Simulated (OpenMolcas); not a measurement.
## Relativistic diatomic calculation for FBe⁺ (part 2 of 2)

Continued. System: FBe⁺. Method: SA-CASSCF(6,7)/XMS-CASPT2 + RASSI spin-orbit (X2C scalar, AMFI), ANO-RCC-VTZP (OpenMolcas).

### Log (extracts), continued
```
++ Dipole transition strengths (spin-free states):
     for osc. strength at least  1.00000000E-05
      From   To        Osc. strength     Einstein coefficients Ax, Ay, Az (sec-1)    Total A (sec-1)
         1   10       4.07319657E-02  3.53321630E+07  2.83169519E+07  0.00000000E+00  6.36491149E+07
         1   11       4.07319648E-02  2.83169514E+07  3.53321620E+07  0.00000000E+00  6.36491134E+07
         1    2       1.53826794E-02  0.00000000E+00  0.00000000E+00  3.76250172E+07  3.76250172E+07
         6   12       1.02584269E-03  6.67681704E+03  8.00314729E+04  0.00000000E+00  8.67082900E+04
         6   13       6.74563328E-02  2.47418866E+06  2.97030266E+07  0.00000000E+00  3.21772153E+07
         6   14       7.35177952E-02  3.07622879E+06  3.69817383E+07  0.00000000E+00  4.00579671E+07
         6   15       7.35346096E-02  3.70072674E+07  3.07832224E+06  0.00000000E+00  4.00855897E+07
         6   16       7.69635531E-02  4.34769149E+07  3.62158088E+06  0.00000000E+00  4.70984958E+07
         6    9       3.11654178E-05  0.00000000E+00  0.00000000E+00  3.28876266E+04  3.28876266E+04
         7   12       1.02583732E-03  8.00312254E+04  6.67660039E+03  0.00000000E+00  8.67078258E+04
         7   13       6.74560862E-02  2.97029660E+07  2.47412998E+06  0.00000000E+00  3.21770960E+07
         7   14       7.35178289E-02  3.69817454E+07  3.07623821E+06  0.00000000E+00  4.00579836E+07
         7   15       7.35348845E-02  3.07839738E+06  3.70073402E+07  0.00000000E+00  4.00857376E+07
         7   16       7.69635128E-02  3.62156877E+06  4.34769003E+07  0.00000000E+00  4.70984691E+07
         7    8       3.11653667E-05  0.00000000E+00  0.00000000E+00  3.28875713E+04  3.28875713E+04
        10    2       9.31565036E-04  5.07358110E+04  4.10513425E+04  0.00000000E+00  9.17871534E+04
        10    3       6.86178665E-02  4.91910575E+03  3.76362902E+07  0.00000000E+00  3.76412093E+07
        10    4       6.86665033E-02  3.77162795E+07  4.92968005E+03  0.00000000E+00  3.77212092E+07
        10    5       6.96413714E-02  1.73008474E+07  2.15918142E+07  0.00000000E+00  3.88926616E+07
        11    2       9.31564982E-04  4.10513409E+04  5.07358072E+04  0.00000000E+00  9.17871481E+04
        11    3       6.86179906E-02  3.76363575E+07  4.91978599E+03  0.00000000E+00  3.76412773E+07
        11    4       6.86664494E-02  4.93010940E+03  3.77162495E+07  0.00000000E+00  3.77211796E+07
        11    5       6.96413048E-02  2.15917449E+07  1.73008795E+07  0.00000000E+00  3.88926244E+07
        12   13       3.81702993E-04  0.00000000E+00  0.00000000E+00  6.10503902E+04  6.10503902E+04
        12    8       1.41171393E-01  7.63640817E+07  2.17772295E+05  0.00000000E+00  7.65818540E+07
        12    9       1.41171387E-01  2.17772232E+05  7.63640795E+07  0.00000000E+00  7.65818517E+07
        13    8       1.02827795E-03  1.16174963E+05  3.29096726E+02  0.00000000E+00  1.16504060E+05
        13    9       1.02827819E-03  3.29100025E+02  1.16174989E+05  0.00000000E+00  1.16504089E+05
        16    8       4.86923852E-05  8.13710400E+00  2.91416718E+03  0.00000000E+00  2.92230428E+03
        16    9       4.86924279E-05  2.91416974E+03  8.13718551E+00  0.00000000E+00  2.92230692E+03
 Electric-quadrupole - electric-quadrupole not included
 Electric-dipole - electric-octupole not included
 Electric-dipole - magnetic-quadrupole not included
   Eigenvalues of complex Hamiltonian:
  (Shifted by EMIN (a.u.) =       -114.1862705549)
 SO State       Relative EMIN(au)   Rel lowest level(eV)    D:o, cm**(-1)      Omega
     1            -0.0000015671        0.0000000000              0.0000         0.0
     2             0.2161220037        5.8810219613          47433.6410         2.0
     3             0.2161220037        5.8810219609          47433.6410         2.0
     4             0.2166367552        5.8950290629          47546.6159         1.0
     5             0.2166367582        5.8950291458          47546.6166         1.0
     6             0.2173370799        5.9140858688          47700.3194         0.0
     7             0.2173396410        5.9141555614          47700.8815         0.0
     8             0.2206182325        6.0033705812          48420.4492         1.0
     9             0.2206182326        6.0033705832          48420.4492         1.0
    10             0.2680396673        7.2937735599          58828.2511         0.0
    11             0.2680402422        7.2937892024          58828.3773         1.0
    12             0.2680402422        7.2937892024          58828.3773         1.0
    13             0.2759204321        7.5082200930          60557.8791         0.0
    14             0.3385520317        9.2125127425          74303.9263         1.0
    15             0.3385520318        9.2125127430          74303.9263         1.0
    16             0.3385535888        9.2125551116          74304.2680         0.0
    17             0.3464027197        9.4261408440          76026.9531         3.0
    18             0.3464027197        9.4261408440          76026.9531         3.0
    19             0.3468548609        9.4384442341          76126.1867         2.0
    20             0.3468844381        9.4392490707          76132.6781         2.0
    21             0.3475421594        9.4571465790          76277.0313         1.0
    22             0.3475421594        9.4571465795          76277.0313         1.0
    23             0.3512904129        9.5591417522          77099.6778         2.0
    24             0.3513808460        9.5616025619          77119.5256         2.0
    25             0.3523866350        9.5889714742          77340.2707         0.0
    26             0.3547377759        9.6529492777          77856.2865         0.0
    27             0.3547673049        9.6537528024          77862.7674         1.0
    28             0.3547673048        9.6537528022          77862.7674         1.0
    29             0.3979220573       10.8280534407          87334.1408         0.0
    30             0.3979266953       10.8281796452          87335.1587         0.0
    31             0.3979774249       10.8295600701          87346.2926         1.0
    32             0.3979774255       10.8295600858          87346.2927         1.0
    33             0.3980283454       10.8309456874          87357.4683         2.0
    34             0.3980283609       10.8309461086          87357.4717         2.0
 Weights of the five most important spin-orbit-free states for each spin-orbit state.
 SO State  Total energy (au)           Spin-free states, spin, and weights
    1        -0.000002       1 0.0  1.0000   16 1.0  0.0000    9 1.0  0.0000    8 1.0  0.0000    7 1.0  0.0000
    2         0.216122       6 1.0  0.5000    7 1.0  0.5000    4 0.0  0.0000    8 1.0  0.0000    9 1.0  0.0000
    3         0.216122       6 1.0  0.5000    7 1.0  0.5000    3 0.0  0.0000    8 1.0  0.0000    9 1.0  0.0000
    4         0.216637       6 1.0  0.9766   11 0.0  0.0167   10 0.0  0.0066   12 1.0  0.0001   13 1.0  0.0000
    5         0.216637       7 1.0  0.9766   10 0.0  0.0168   11 0.0  0.0066   12 1.0  0.0001   13 1.0  0.0000
    6         0.217337       7 1.0  0.4999    6 1.0  0.4999   12 1.0  0.0003   13 1.0  0.0000    5 0.0  0.0000
    7         0.217340       7 1.0  0.4999    6 1.0  0.4999    2 0.0  0.0002    1 0.0  0.0000   16 1.0  0.0000
    8         0.220618      11 0.0  0.6926   10 0.0  0.2839    6 1.0  0.0233   12 1.0  0.0002    7 1.0  0.0000
    9         0.220618      10 0.0  0.6926   11 0.0  0.2839    7 1.0  0.0233   12 1.0  0.0002    6 1.0  0.0000
   10         0.268040      12 1.0  0.9997    7 1.0  0.0001    6 1.0  0.0001    5 0.0  0.0000    9 1.0  0.0000
   11         0.268040      12 1.0  0.9997   11 0.0  0.0001   10 0.0  0.0001    7 1.0  0.0001    6 1.0  0.0001
   12         0.268040      12 1.0  0.9997   11 0.0  0.0001   10 0.0  0.0001    7 1.0  0.0001    6 1.0  0.0001
   13         0.275920       2 0.0  0.9998    7 1.0  0.0001    6 1.0  0.0001   16 1.0  0.0000    8 1.0  0.0000
   14         0.338552      13 1.0  0.9983   16 1.0  0.0016    9 1.0  0.0000    8 1.0  0.0000   11 0.0  0.0000
   15         0.338552      13 1.0  0.9983   16 1.0  0.0016    8 1.0  0.0000    9 1.0  0.0000   10 0.0  0.0000
   16         0.338554      13 1.0  0.9983    5 0.0  0.0016    9 1.0  0.0000    8 1.0  0.0000    7 1.0  0.0000
   17         0.346403      14 1.0  0.5132   15 1.0  0.4868    9 1.0  0.0000    8 1.0  0.0000   16 1.0  0.0000
   18         0.346403      14 1.0  0.5132   15 1.0  0.4868    9 1.0  0.0000    8 1.0  0.0000   16 1.0  0.0000
   19         0.346855      14 1.0  0.9765    3 0.0  0.0131    4 0.0  0.0091   15 1.0  0.0012    9 1.0  0.0000
   20         0.346884      15 1.0  0.9764    4 0.0  0.0127    3 0.0  0.0097   14 1.0  0.0012    8 1.0  0.0000
   21         0.347542      15 1.0  0.5131   14 1.0  0.4868    8 1.0  0.0001    9 1.0  0.0001   16 1.0  0.0000
   22         0.347542      15 1.0  0.5131   14 1.0  0.4868    9 1.0  0.0001    8 1.0  0.0001   16 1.0  0.0000
   23         0.351290       3 0.0  0.9771   14 1.0  0.0123   15 1.0  0.0103    8 1.0  0.0001    9 1.0  0.0001
   24         0.351381       4 0.0  0.9780   15 1.0  0.0120   14 1.0  0.0098    8 1.0  0.0001    9 1.0  0.0001
   25         0.352387       5 0.0  0.9982   13 1.0  0.0016    9 1.0  0.0001    8 1.0  0.0001   12 1.0  0.0000
   26         0.354738      16 1.0  0.9998    8 1.0  0.0001    9 1.0  0.0001    2 0.0  0.0000    1 0.0  0.0000
   27         0.354767      16 1.0  0.9983   13 1.0  0.0016    9 1.0  0.0001    8 1.0  0.0000   12 1.0  0.0000
   28         0.354767      16 1.0  0.9983   13 1.0  0.0016    8 1.0  0.0001    9 1.0  0.0000   12 1.0  0.0000
   29         0.397922       8 1.0  0.4999    9 1.0  0.4999   16 1.0  0.0002    1 0.0  0.0000    2 0.0  0.0000
   30         0.397927       8 1.0  0.4999    9 1.0  0.4999    5 0.0  0.0002   13 1.0  0.0001   12 1.0  0.0000
   31         0.397977       8 1.0  0.9997   16 1.0  0.0001   15 1.0  0.0001   14 1.0  0.0001   13 1.0  0.0000
   32         0.397977       9 1.0  0.9997   16 1.0  0.0001   15 1.0  0.0001   14 1.0  0.0001   13 1.0  0.0000
   33         0.398028       9 1.0  0.4999    8 1.0  0.4999    3 0.0  0.0002   14 1.0  0.0001   15 1.0  0.0000
   34         0.398028       9 1.0  0.4999    8 1.0  0.4999    4 0.0  0.0002   15 1.0  0.0001   14 1.0  0.0000
++ Dipole transition strengths (SO states):
        for osc. strength at least   1.00000000E-05
      From   To        Osc. strength     Einstein coefficients Ax, Ay, Az (sec-1)    Total A (sec-1)
         1    4       9.63071997E-04  1.34053103E+06  1.11715028E+05  0.00000000E+00  1.45224606E+06
         1    5       9.63073489E-04  1.11715206E+05  1.34053314E+06  0.00000000E+00  1.45224835E+06
         1    8       3.97630535E-02  5.77246479E+07  4.45948500E+06  0.00000000E+00  6.21841329E+07
         1    9       3.97630522E-02  4.45948524E+06  5.77246456E+07  0.00000000E+00  6.21841309E+07
         1   13       1.53763450E-02  0.00000000E+00  0.00000000E+00  3.76128856E+07  3.76128856E+07
         2   11       5.23821768E-04  2.26831486E+04  2.26832520E+04  0.00000000E+00  4.53664006E+04
         2   12       5.23836359E-04  2.26837816E+04  2.26838827E+04  0.00000000E+00  4.53676643E+04
         2   14       3.66376732E-02  3.74700598E+04  1.76072456E+07  0.00000000E+00  1.76447157E+07
         2   15       3.66374950E-02  1.76071675E+07  3.74624385E+04  0.00000000E+00  1.76446299E+07
         2   17       7.35360612E-02  2.00512528E+07  2.00512539E+07  0.00000000E+00  4.01025067E+07
         2   18       7.35381095E-02  2.00518113E+07  2.00518125E+07  0.00000000E+00  4.01036238E+07
         2   21       1.27578802E-05  3.04752305E+00  7.07662804E+03  0.00000000E+00  7.07967557E+03
         2   22       1.27620984E-05  7.07895174E+03  3.06462831E+00  0.00000000E+00  7.08201637E+03
         2   27       3.55345965E-02  8.65532894E+04  2.18603162E+07  0.00000000E+00  2.19468695E+07
         2   28       3.55347785E-02  2.18604241E+07  8.65578311E+04  0.00000000E+00  2.19469819E+07
         2   34       3.21509876E-05  0.00000000E+00  0.00000000E+00  3.41822743E+04  3.41822743E+04
         3   11       5.23836340E-04  2.26837809E+04  2.26838818E+04  0.00000000E+00  4.53676627E+04
         3   12       5.23821750E-04  2.26831479E+04  2.26832511E+04  0.00000000E+00  4.53663990E+04
         3   14       3.66375098E-02  1.76071710E+07  3.74660720E+04  0.00000000E+00  1.76446370E+07
         3   15       3.663768
```

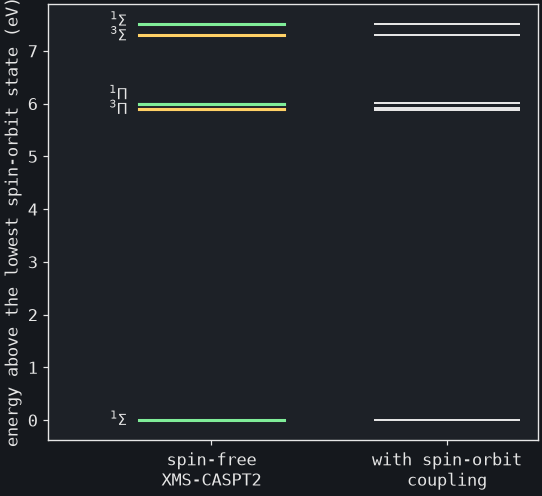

*States up to 7.9 eV at 1.411 Å, without spin-orbit coupling (left, a colour for each spin multiplicity) and with it (right, where close levels merge).*

The spin-free states run ¹Σ (0.00 eV), ³Π (5.90 eV), ¹Π (6.00 eV), ³Σ (7.29 eV), ¹Σ (7.51 eV) from the lowest. The lowest spin-orbit levels have |Ω| = 0 (0 cm⁻¹), 2 (47,434 cm⁻¹), 1 (47,547 cm⁻¹), 0 (47,700 cm⁻¹), 1 (48,420 cm⁻¹).

### Input file
```
&GATEWAY
Coord
2
angstrom
F 0.0 0.0 0.0
Be 0.0 0.0 1.4110
Basis=ANO-RCC-VTZP
Group=XY
RX2C
AMFI
ANGMom
0.0 0.0 0.0
RICD
&SEWARD
&GUESSORB
&RASSCF
FileOrb=$CurrDir/o11.orb
Symmetry=1
Spin=1
nActEl=6 0 0
Inactive=3 0
RAS2=3 4
CIRoot=5 5 1
Linear
Iterations=120 100
OrbListing=Nothing
PRWF=0.15
>>COPY $Project.RasOrb $CurrDir/o11.orb
>>COPY $Project.rasscf.h5 $CurrDir/r11.h5
&CASPT2
XMultistate=all
Imaginary=0.2
IPEA=0.25
MaxIter=40
>>COPY $Project.JobMix JOB001
&RASSCF
FileOrb=$CurrDir/o32.orb
Symmetry=2
Spin=3
nActEl=6 0 0
Inactive=3 0
RAS2=3 4
CIRoot=4 4 1
Linear
Iterations=120 100
OrbListing=Nothing
PRWF=0.15
>>COPY $Project.RasOrb $CurrDir/o32.orb
>>COPY $Project.rasscf.h5 $CurrDir/r32.h5
&CASPT2
XMultistate=all
Imaginary=0.2
IPEA=0.25
MaxIter=40
>>COPY $Project.JobMix JOB002
&RASSCF
CIOnly
FileOrb=$CurrDir/ref.orb
Symmetry=2
Spin=1
nActEl=6 0 0
Inactive=3 0
RAS2=3 4
CIRoot=2 2 1
Linear
Iterations=120 100
OrbListing=Nothing
PRWF=0.15
>>COPY $Project.RasOrb $CurrDir/o12.orb
>>COPY $Project.rasscf.h5 $CurrDir/r12.h5
&CASPT2
XMultistate=all
Imaginary=0.2
IPEA=0.25
MaxIter=40
>>COPY $Project.JobMix JOB003
&RASSCF
FileOrb=$CurrDir/o31.orb
Symmetry=1
Spin=3
nActEl=6 0 0
Inactive=3 0
RAS2=3 4
CIRoot=5 5 1
Linear
Iterations=120 100
OrbListing=Nothing
PRWF=0.15
>>COPY $Project.RasOrb $CurrDir/o31.orb
>>COPY $Project.rasscf.h5 $CurrDir/r31.h5
&CASPT2
XMultistate=all
Imaginary=0.2
IPEA=0.25
MaxIter=40
>>COPY $Project.JobMix JOB004
&RASSI
Nr of JobIphs=4 5 4 2 5
1 2 3 4 5
1 2 3 4
1 2
1 2 3 4 5
SpinOrbit
EJob
Omega
MEES
MESO
Properties=4
'AngMom' 3 'Mltpl  1' 1 'Mltpl  1' 2 'Mltpl  1' 3
Thrs=1.0d-4
>>COPY $Project.rassi.h5 $CurrDir/so.h5
```

The first orbital files come from an earlier step.

Command:
```bash
pymolcas m.inp (one call a module block, same work directory)
```

### Summary

- outcome: converged; components of a degenerate state are split by 20 cm⁻¹
- lowest spin-free state: ¹Σ
- lowest spin-orbit level: Ω = 0, −114.18627 hartree
- next level: Ω = 2, 47,434 cm⁻¹
- hardware: 1 thread of Arm Neoverse V1, 24 GiB of memory available, shared host
- wall time: 22 s

### Notes

Caveats: the two components of ¹Δ at 9.56 eV, degenerate in CASSCF as they must be, are split by 20 cm⁻¹ in XMS-CASPT2, an artefact that passes into its spin-orbit levels.
